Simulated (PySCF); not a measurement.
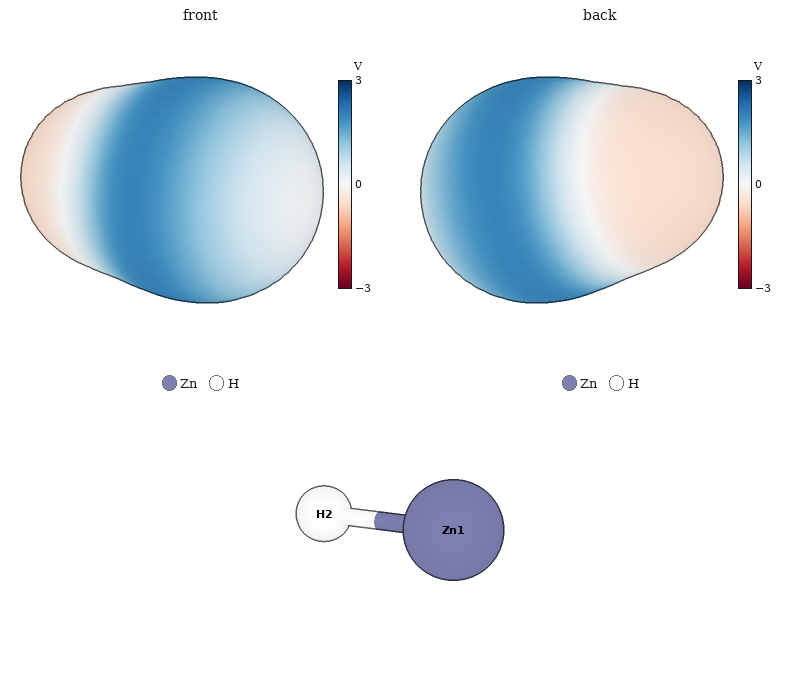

ZnH (doublet). The electrostatic potential painted on the density surface at 0.004 e/bohr³, seen from the front and from behind; red is negative and blue positive. The bare structure is drawn below in the same view.

Method: PySCF, PBE0/aug-pcseg-1, non-relativistic, at a bond length of 1.622 Å.

Question: Which sites attract a positive test charge, and which a negative one?

Answer: A positive charge is drawn to the negative regions and a negative charge to the positive ones. The most negative region (about −0.5 V) lies over H2, the most positive (about +2.0 V) over Zn1.
